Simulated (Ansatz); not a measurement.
SiH4SClF: several calculations on one system

**1. Relaxation**

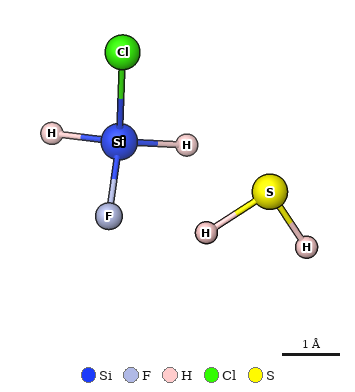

SiH4SClF, before the relaxation. The picture is a ball-and-stick view, seen from a free direction.

The run prepares an end point of a later path (reaction) calculation, from a guessed geometry.

Theory: RHF/6-31G* in Ansatz.

The input:
```yaml
crystal:
  periodic: [false, false, false]
  atoms:
    - { symbol: Si, position_ang: [-0.16967, -0.203165, -0.129792] }
    - { symbol: F, position_ang: [-0.273931, -0.137991, 1.456158] }
    - { symbol: H, position_ang: [1.210215, -0.071832, -0.57294] }
    - { symbol: Cl, position_ang: [-1.340885, 1.275494, -0.921349] }
    - { symbol: H, position_ang: [-0.750937, -1.482304, -0.540122] }
    - { symbol: S, position_ang: [1.326097, 2.474186, 1.283648] }
    - { symbol: H, position_ang: [2.493276, 2.124156, 1.807895] }
    - { symbol: H, position_ang: [0.592735, 1.689056, 2.123103] }
basis:
  gaussian: { orbitals: "6-31G*" }
hamiltonian:
  xc: hf
relax:
  f_tol: 0.03
  max_steps: 50
```

Run as
```bash
ansatz run input.yaml --threads 1 --pin off --max-ram 2048MiB --backend cpu --events-out ev --progress --plain --runs-dir out
```

### Where does the relaxation end?

S6 moves most after the best rigid fit: 0.94 Å. Largest moves by element: S 0.94 Å, H 0.79 Å, Cl 0.66 Å, Si 0.43 Å, F 0.32 Å. Near-neighbour distances that change, for instance: S6–H8 1.363 → 1.325 Å, Si1–H3 1.455 → 1.460 Å. Bond angles that change, for instance: F2–Si1–H3 111.2° → 109.0°, H3–Si1–Cl4 111.1° → 109.0°. Over 16 accepted moves (20 points after the start) the energy falls by 0.232 eV. Largest force component: 0.88 eV/Å at the start, 0.023 eV/Å at the end. The line search rejected the trial steps at points 4, 8, 17, 19 of the run. The forces were under the threshold at step 15, but the run went on from there.

Final geometry:

```xyz
8

Si   -0.3867   -0.4538   -0.3997
F    -0.2161   -0.0994    1.1389
H     0.8960   -0.2774   -1.0737
Cl   -1.7464    0.8461   -1.2050
H    -0.9192   -1.8100   -0.5096
S     1.8276    3.0004    1.8734
H     2.7666    2.3268    2.5244
H     0.8652    2.1349    2.1579
```

The end point in the same view:

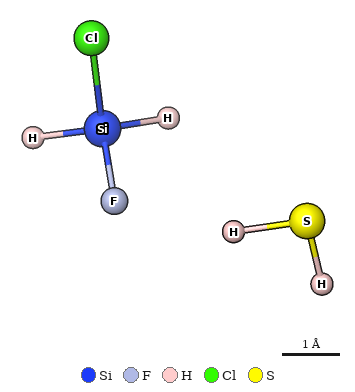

Limits of the set-up: Hartree-Fock leaves out electron correlation.

**2. Relaxation**

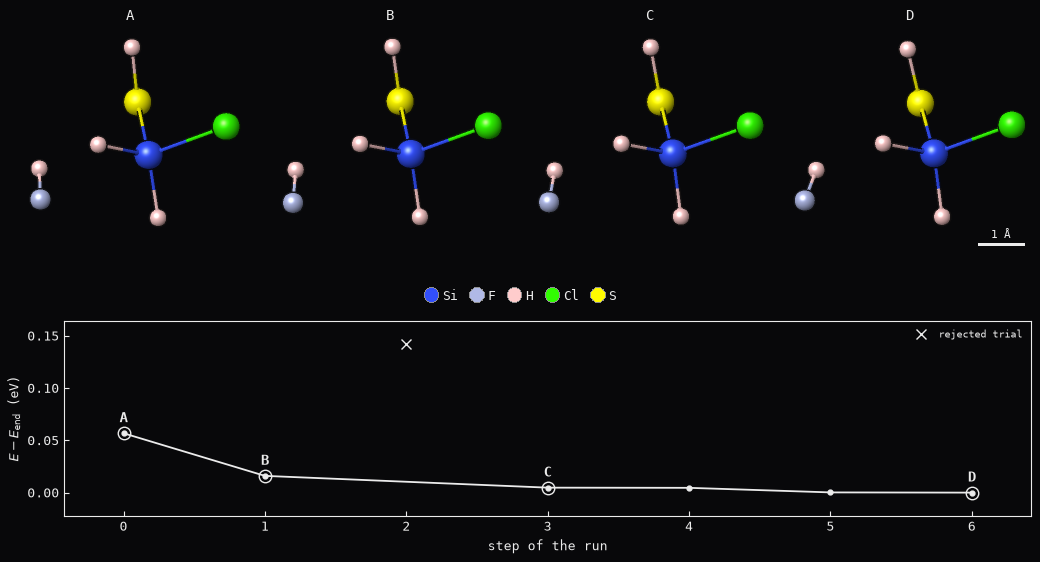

Frames of a relaxation of SiH4SClF, marked on the history of the run. Style: ball-and-stick. Shown at a tilt.

The run prepares an end point of a later path (reaction) calculation, from a guessed geometry.

These are results of RHF/6-31G* (Ansatz 0.2.0), not measurements.

Input
```yaml
crystal:
  periodic: [false, false, false]
  atoms:
    - { symbol: Si, position_ang: [0.020937, 0.599235, -0.162536] }
    - { symbol: F, position_ang: [0.389541, -0.724713, 2.275366] }
    - { symbol: H, position_ang: [1.069847, -0.402862, -0.312428] }
    - { symbol: Cl, position_ang: [-0.256284, 1.397092, -2.053929] }
    - { symbol: H, position_ang: [-1.268019, 0.104649, 0.302814] }
    - { symbol: S, position_ang: [0.613566, 2.163668, 1.199273] }
    - { symbol: H, position_ang: [1.744743, 2.514936, 0.599443] }
    - { symbol: H, position_ang: [0.772569, 0.015596, 2.658596] }
basis:
  gaussian: { orbitals: "6-31G*" }
hamiltonian:
  xc: hf
relax:
  f_tol: 0.03
  max_steps: 50
```

Launched with:
```bash
ansatz run input.yaml --threads 1 --pin off --max-ram 2048MiB --backend cpu --events-out ev --progress --plain --runs-dir out
```

Q: What happens along the run?

A: Over 5 accepted moves (6 points after the start) the energy falls by 0.057 eV. The largest force component goes from 0.25 to 0.021 eV/Å. The line search rejected the trial step at point 2 of the run. The largest move after the best rigid fit is that of F2, 0.38 Å. Largest moves by element: F 0.38 Å, Si 0.14 Å, H 0.14 Å, Cl 0.14 Å, S 0.08 Å. Among the contacts that change: Si1–S6 2.157 → 2.148 Å, Si1–Cl4 2.071 → 2.064 Å. Cost: 16 s on 1 thread of Arm Neoverse V1, on a shared host, peak memory 0.15 GiB. From step 0 to 1: F2 moves most (0.19 Å), energy −0.041 eV. From step 1 to 3: F2 moves most (0.09 Å), energy −0.011 eV. From step 3 to 6: F2 moves most (0.12 Å), energy −0.005 eV.

Limits of the set-up: the start holds two separate molecules, 2.6 Å apart at their closest, whose relative position is a soft coordinate and is computed without a dispersion correction; Hartree-Fock leaves out electron correlation.

**3. Path**

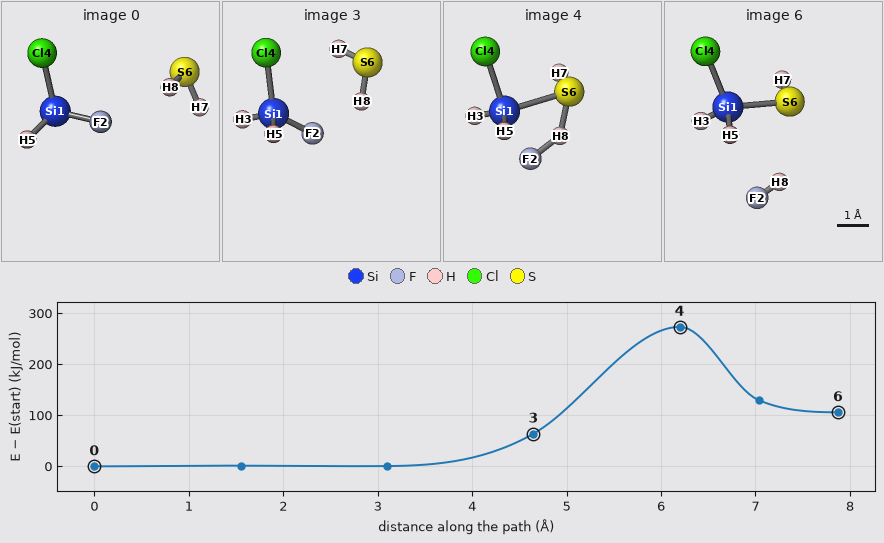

A search for the minimum-energy path of SiH$_{4}$SClF, made up at the start of SiH₂ClF and H2S by the nudged elastic band. Images are numbered from 0 (start) to 6 (end). A ball-and-stick model, seen at a tilt.

The calculation used RHF/6-31G* in Ansatz 0.2.0. Settings: 5 movable images; climbing image; force threshold 0.05 eV/Å; iteration limit 60; starting path through a guess of the saddle point.

### Read off the barrier and say what moves.

Breaking: S6–H8 (1.33 → 1.51 at the top → 2.71 Å), Si1–F2 (1.59 → 1.90 at the top → 3.31 Å). Forming: F2–H8 (2.68 → 1.26 at the top → 0.91 Å), Si1–S6 (4.69 → 2.31 at the top → 2.15 Å). The energy climbs by 273.5 kJ/mol to image 4 and then falls by 167.5 kJ/mol, so the end point sits at +106.0 kJ/mol. The band converged in 23 iterations. The largest component of the band force went from 10 to 0.037 eV/Å. The climbing image converged on the top of the path. Its vibrational analysis gives one imaginary mode (1536i cm⁻¹), as a transition state must have.

Limits of the set-up: the start holds two separate molecules, 2.7 Å apart at their closest, whose relative position is a soft coordinate and is computed without a dispersion correction; Hartree-Fock leaves out electron correlation.
